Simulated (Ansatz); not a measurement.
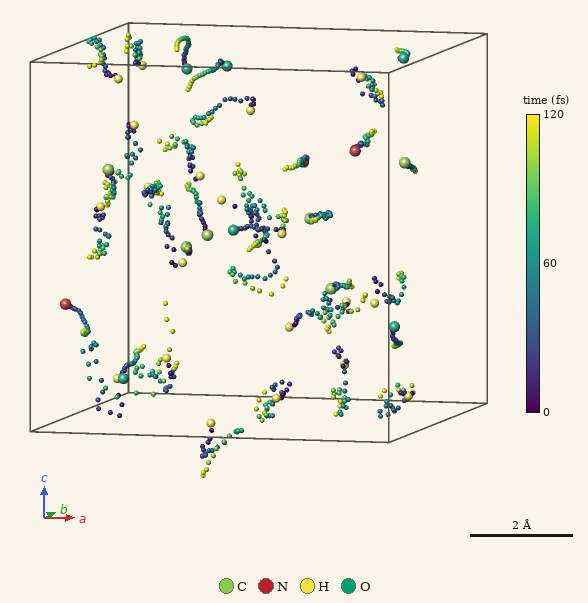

First-principles dynamics of a periodic cell with 3 CH3CN + 6 H2O at 0.967 g/cm³, 120 fs long. It starts from the last geometry of an earlier run, with fresh velocities. Dots mark each atom's position at evenly spaced times, coloured by time; spheres stand at the starting positions. Seen slightly off an axis in the simulation cell.

Theory: DFT PBE-D3(BJ), scalar-relativistic, plane waves, PAW (Ansatz). Set-up: plane-wave cutoff 420 eV; k-point mesh 1 × 1 × 1; Fermi-Dirac smearing 0.05 eV; low-accuracy preset; Nosé-Hoover thermostat (NVT); set temperature 700 K; time step 0.5 fs; thermostat time 50.0 fs.

Describe the motion.

Answer. Root-mean-square distances from the starting positions over the second half, with the common drift of all atoms taken out: H 1.11 Å, N 0.70 Å, O 0.66 Å, C 0.60 Å. The heavy atoms stay within a fraction of a molecule's size of their starting places; so short a run doesn't tell a liquid from a solid.

Limits of the set-up: the program's low-accuracy preset was used; the periodic images lie only 7.3 Å apart, so the values are limited by the cell's size.
